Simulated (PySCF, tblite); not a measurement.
**C5H5F2 radical: geometry, infrared bands and EPR parameters**

What infrared bands and EPR parameters should C5H5F2 radical (`F[C]1CCC=C1F`) show?

Programs: tblite 0.8.0 and PySCF 2.14.0, with density-fitted response routines of our own. Each step states its level of theory. These are calculated values for one molecule in the gas phase, unless marked as measured. Atoms count from 0, in the outputs and in this text.

## (1) The starting structure

12 atoms, charge 0, multiplicity 2; geometry from: force field or distance geometry start.

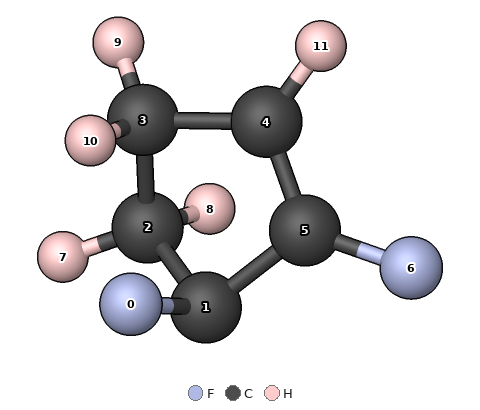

As it starts; fluorine light blue, carbon dark grey, hydrogen pink, atoms numbered; sticks join atoms by distance.

## (2) Relaxing the molecule with GFN2-xTB

Job settings and geometry (Å):

```
{"job": {"kind": "relax", "xc": "GFN2-xTB", "basis": "xTB"}, "charge": 0, "multiplicity": 2}
F      0.095700    -1.049200     1.635400
C      0.534400    -1.216700     0.311200
C     -0.684900    -0.844000    -0.510500
C     -0.877400     0.566100     0.072900
C      0.533900     1.034000    -0.076300
C      1.373400     0.006800     0.050600
F      2.719100     0.018700    -0.027500
H     -1.531200    -1.488900    -0.330900
H     -0.366300    -0.717900    -1.544100
H     -1.601400     1.150800    -0.477600
H     -1.060300     0.475700     1.156800
H      0.866300     2.063800    -0.285900
```

Command:

```sh
$ OMP_NUM_THREADS=1 python probes_run.py task.json out
```

This one command runs all jobs of the session in turn.

Output:

```text
step      E/eV     max force
  0    -614.42481    1.987
  1    -614.58252    1.678
  2    -614.74084    1.211
  3    -614.83095    0.966
  4    -614.94090    0.987
  5    -615.00386    0.836
  6    -615.06575    0.837
  7    -615.13367    0.732
  8    -615.21429    0.925
  9    -615.31788    0.966
 10    -615.44074    1.100
 11    -615.58744    1.111
 12    -615.73622    1.525
 13    -615.58517    4.766
 14    -615.82431    1.384
 15    -615.96421    0.814
 16    -616.03868    0.771
 17    -616.09346    1.392
 18    -616.13315    0.948
 19    -616.18265    0.318
 20    -616.20129    0.283
 21    -616.21934    0.322
 22    -616.22873    0.316
 23    -616.24074    0.229
 24    -616.25017    0.201
 25    -616.25596    0.269
 26    -616.26103    0.223
 27    -616.26584    0.185
 28    -616.27294    0.167
 29    -616.27816    0.197
 30    -616.28473    0.246
 31    -616.29057    0.204
 32    -616.29671    0.176
 33    -616.30062    0.131
 34    -616.30330    0.125
 35    -616.30630    0.137
 36    -616.31021    0.163
 37    -616.31400    0.166
 38    -616.31676    0.128
 39    -616.31847    0.152
 40    -616.31990    0.108
 41    -616.32159    0.121
 42    -616.32352    0.100
 43    -616.32438    0.111
 44    -616.32504    0.108
 45    -616.32570    0.083
 46    -616.32623    0.048
 47    -616.32654    0.039
 48    -616.32673    0.037
 49    -616.32689    0.031
 50    -616.32705    0.033
 51    -616.32721    0.025
 52    -616.32729    0.019
 53    -616.32733    0.010
```

It took 0.21 s on 1 thread of Intel Xeon Platinum 8488C, shared host.

Relaxation path: (not every step is listed)

```
step  energy from step 0 (eV)  largest force (eV/Å)
   0                   0.0000                1.9873
   1                  -0.1577                1.6781
   2                  -0.3160                1.2109
   3                  -0.4061                0.9660
   4                  -0.5161                0.9867
   5                  -0.5791                0.8356
   6                  -0.6409                0.8368
   7                  -0.7089                0.7320
   8                  -0.7895                0.9246
  12                  -1.3114                1.5248
  16                  -1.6139                0.7713
  20                  -1.7765                0.2826
  24                  -1.8254                0.2010
  28                  -1.8481                0.1667
  32                  -1.8719                0.1758
  36                  -1.8854                0.1629
  40                  -1.8951                0.1076
  44                  -1.9002                0.1080
  48                  -1.9019                0.0375
  49                  -1.9021                0.0310
  50                  -1.9022                0.0327
  51                  -1.9024                0.0254
  52                  -1.9025                0.0188
  53                  -1.9025                0.0099
```

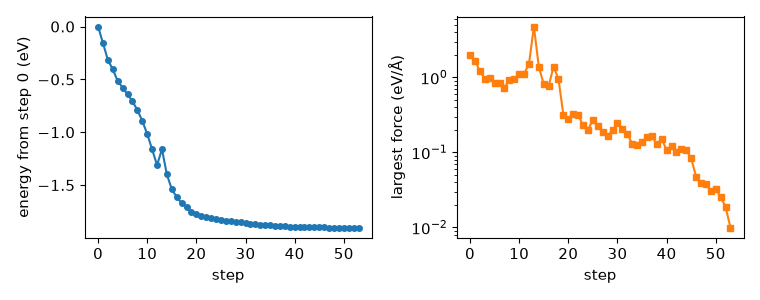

Energy and largest force along the relaxation.

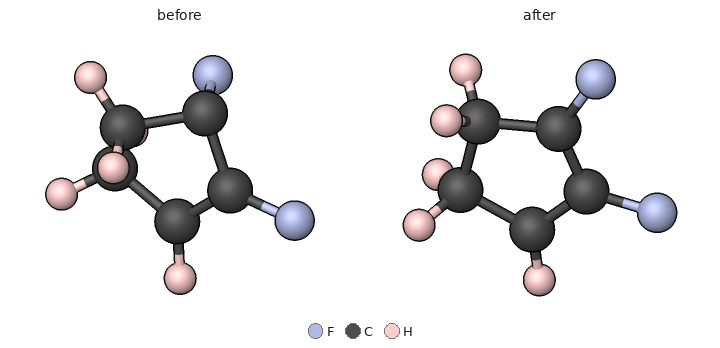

The geometry before (left) and after (right).

Distances of close pairs at the start and the end, largest changes first:

```
  bond  before (Å)  after (Å)  change (Å)
 C1–C5       1.506      1.380      -0.126
 F0–C1       1.405      1.338      -0.067
 C4–C5       1.333      1.375      +0.042
C4–H11       1.102      1.071      -0.031
 C1–C2       1.517      1.490      -0.027
 C2–H7       1.079      1.093      +0.014
 C3–H9       1.081      1.093      +0.012
C3–H10       1.103      1.094      -0.009
```

The next job starts from the end point, and lists it.

## (3) Harmonic vibrations with GFN2-xTB

Job settings and geometry (Å):

```
{"job": {"kind": "ir", "xc": "GFN2-xTB", "basis": "xTB"}, "charge": 0, "multiplicity": 2}
F      1.063726    -2.317329     0.389451
C      0.607354    -1.073038     0.205949
C     -0.814271    -0.798000    -0.144374
C     -0.860675     0.739738    -0.248606
C      0.531647     1.191446     0.048472
C      1.327757     0.099863     0.302638
F      2.630443     0.170196     0.602783
H     -1.490439    -1.182239     0.624257
H     -1.092387    -1.285476    -1.082977
H     -1.174371     1.066812    -1.243706
H     -1.571656     1.171436     0.461280
H      0.844071     2.215904     0.058805
```

Output:

```text
mode    cm-1     km/mol
  1     132.2      0.36
  2     220.5      0.45
  3     250.7      2.43
  4     268.0      0.38
  5     425.8      1.50
  6     512.6      7.72
  7     567.6     12.11
  8     627.1     32.58
  9     647.8      9.48
 10     795.2     45.55
 11     797.3      7.42
 12     971.1      1.20
 13     971.2     10.38
 14    1059.2     59.64
 15    1091.2      1.35
 16    1104.8     87.21
 17    1154.0      0.04
 18    1177.8      8.55
 19    1234.6     68.68
 20    1277.8     15.71
 21    1296.3     29.83
 22    1416.7     54.58
 23    1456.0      7.15
 24    1465.4     14.57
 25    1567.5    168.91
 26    2918.9      0.53
 27    2934.5     25.76
 28    2955.0     22.63
 29    2964.8     17.57
 30    3178.9      3.42
```

Wall time 0.23 s (1 thread of Intel Xeon Platinum 8488C, shared host).

Which atoms move in the most intense modes:

```
cm⁻¹  km/mol                                atoms
 627    32.6                    H11 79 %, C4 14 %
 795    45.5   C2 23 %, C4 22 %, F0 19 %, F6 11 %
1059    59.6  C2 17 %, H10 14 %, H9 14 %, C3 11 %
1105    87.2  C5 17 %, C3 16 %, H11 15 %, C2 15 %
1235    68.7            C1 26 %, H8 18 %, H7 18 %
1296    29.8            C2 29 %, C1 22 %, C3 12 %
1417    54.6            C5 24 %, C1 16 %, C4 14 %
1568   168.9            C5 44 %, C1 33 %, C4 14 %
```

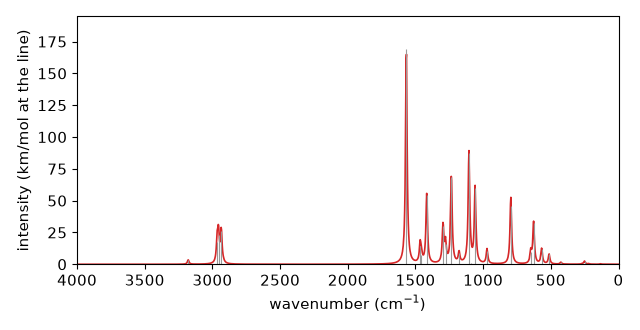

The infrared spectrum from these modes, unscaled. Lines are broadened to a width of 14 cm⁻¹ (Lorentzian).

## (4) EPR parameters: B3LYP/pcH-1

Same as in step 3 but for these lines:

```diff
@@ -1,2 +1,2 @@
-{"job": {"kind": "ir", "xc": "GFN2-xTB", "basis": "xTB"}, "charge": 0, "multiplicity": 2}
+{"job": {"kind": "epr", "basis": "pcH-1"}, "charge": 0, "multiplicity": 2}
 F      1.063726    -2.317329     0.389451
```

With the program's defaults for keys left out, this is: UKS B3LYP, pcH-1 on C F H, non-relativistic, mean-field spin-orbit, GIAO.

Output:

```text
UKS, coarse grid
  cycle   1  E = -393.09813524  |g| = 4.59e-01
  cycle   2  E = -393.01082214  |g| = 6.91e-01
  cycle   3  E = -393.17052751  |g| = 7.60e-02
  cycle   4  E = -393.17288148  |g| = 3.88e-02
  cycle   5  E = -393.17369064  |g| = 9.61e-03
  cycle   6  E = -393.17375859  |g| = 6.54e-03
  cycle   7  E = -393.17379054  |g| = 2.27e-03
  cycle   8  E = -393.17379616  |g| = 1.39e-03
  cycle   9  E = -393.17379624  |g| = 1.84e-04
UKS, final grid
  cycle   1  E = -393.17389081  |g| = 2.71e-04
  cycle   2  E = -393.17389077  |g| = 4.20e-04
  cycle   3  E = -393.17389084  |g| = 3.31e-05
  cycle   4  E = -393.17389084  |g| = 7.21e-06
E = -393.17389084 Eh   <S^2> = 0.7735 (exact 0.7500)
g shifts (ppm)      1          2          3
  rmc          -170       -170       -170
  gc             -5         31         29
  oz_so         -53       1241       1797
  total        -228       1102       1657
hyperfine (MHz)  atom isotope    a_iso     a_fc   dipolar eigenvalues
    0   19F      95.30      95.30   -168.07   -136.95    305.02
    1   13C      63.38      63.38    -54.56    -53.91    108.47
    2   13C     -20.60     -20.60     -0.59      0.00      0.59
    3   13C     -19.39     -19.39     -0.82      0.10      0.71
    4   13C      53.98      53.98    -52.35    -50.74    103.09
    5   13C     -55.19     -55.19    -28.60     13.74     14.87
    6   19F     -30.91     -30.91    -74.94     26.79     48.15
    7    1H      71.40      71.40     -3.56     -2.00      5.55
    8    1H      71.51      71.51     -3.55     -1.99      5.54
    9    1H      66.71      66.71     -3.83     -1.94      5.76
   10    1H      66.92      66.92     -3.83     -1.94      5.76
   11    1H     -43.43     -43.43    -25.65      0.07     25.58
```

It took 34 s on 1 thread of Intel Xeon Platinum 8488C, shared host; peak memory 0.89 GiB.

Principal g values 2.00209, 2.00342, 2.00398; g(iso) = 2.00316, against 2.00232 for a free electron.

Mean a(iso) over the nuclei that a row names, and the largest dipolar term of the row (other rows stand at the frozen geometry):

```
 nuclei  isotope  a(iso) (MHz)  a(iso) (G, at g = 2.0023)  largest dipolar term (MHz)
     F0      19F          95.3                       34.0                       305.0
 H7, H8       1H          71.5                       25.5                         5.6
H9, H10       1H          66.8                       23.8                         5.8
     C1      13C          63.4                       22.6                       108.5
     C5      13C         -55.2                      -19.7                       -28.6
     C4      13C          54.0                       19.3                       103.1
    H11       1H         -43.4                      -15.5                       -25.6
     F6      19F         -30.9                      -11.0                       -74.9
     C2      13C         -20.6                       -7.3                        -0.6
     C3      13C         -19.4                       -6.9                        -0.8
```

Mulliken spin populations:

```
atom  value (e)
  F0       0.04
  C1       0.55
  C2      -0.05
  C3      -0.05
  C4       0.64
  C5      -0.21
  F6      -0.01
  H7       0.03
  H8       0.03
  H9       0.02
 H10       0.02
 H11      -0.03
```

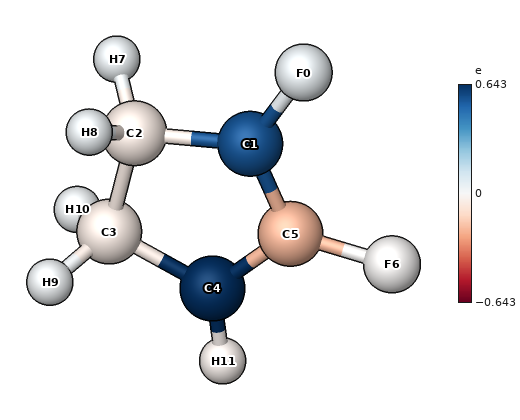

Mulliken spin populations, as colours on the atoms.

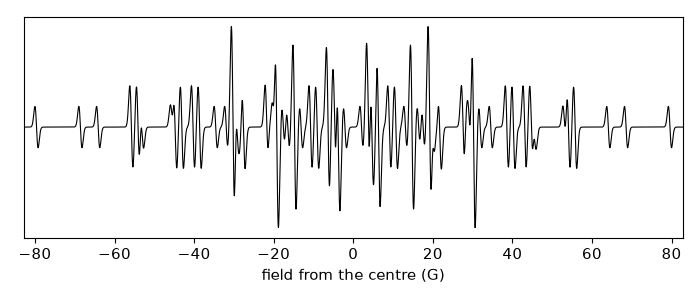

First-order isotropic spectrum (first derivative, main isotopes with spin only, couplings over 0.8 MHz, Gaussian width 0.4 G; couplings of the frozen geometry, rotation of groups not averaged beyond the rows shown).

Orbitals, density, ELF and potential are computed afterwards from the orbital file.

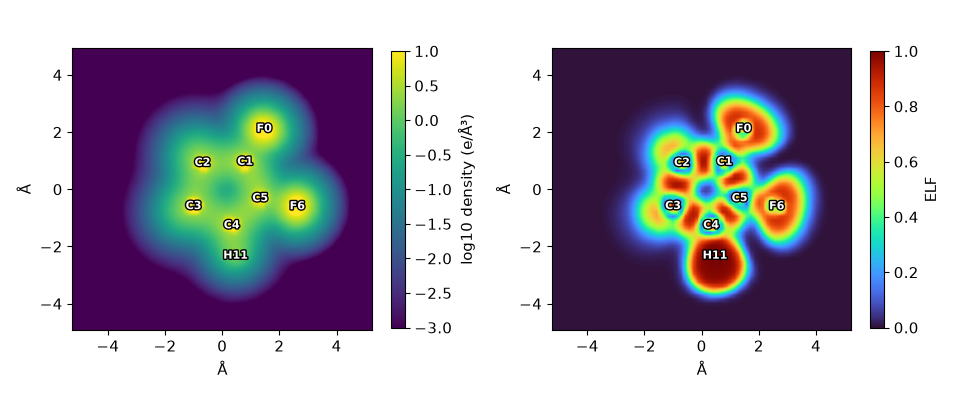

Density (left) and ELF (right) in a plane through or near 8 of the atoms.

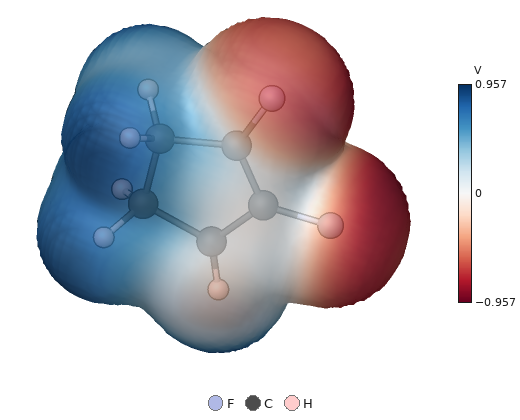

Electrostatic potential on the surface of density 0.002 e/bohr³; red is low, blue high. It runs from -0.82 V near F6 to 0.96 V near H11.

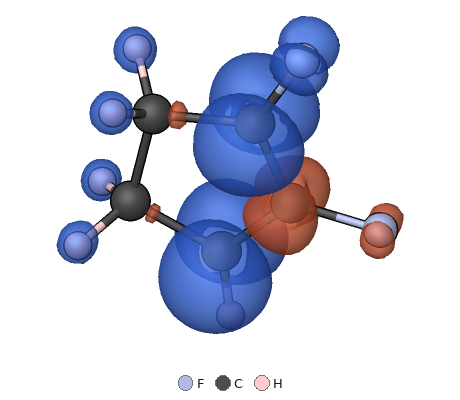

Spin density at ±0.03 e/Å³ (alpha excess blue, beta excess red).

## (5) What came out

```
                                                                  quantity                  value
                                 strongest single infrared mode (GFN2-xTB)  1568 cm⁻¹, 169 km/mol
                                              zero-point energy (GFN2-xTB)          53.5 kcal/mol
                                                            g(iso) (B3LYP)                2.00316
                                                                      ⟨S²⟩     0.774 (exact 0.75)
                                        largest a(iso) (averaged by class)    19F on F0, 95.3 MHz
potential on the surface of density 0.002 e/bohr³, 1st and 99th percentile     -0.82 V and 0.96 V
```

What this shows: The optimisation took 53 steps and gained 1.903 eV; among the close pairs (by a distance rule), C1–C5 changed most, from 1.506 to 1.380 Å. No mode is imaginary among the 30: a minimum at this level. The strongest single mode, at 1568 cm⁻¹, moves mainly C5 and C1. GFN2-xTB is a fitted tight-binding method: band positions and strengths are rough. Its intensities can rank the bands wrongly. The largest spin populations lie on C4 (0.64 e), C1 (0.55 e). The isotropic g lies 0.8 ppt above the free-electron value. The conformer search found further structures of the same energy, which may be mirror or relabelled copies of this one.
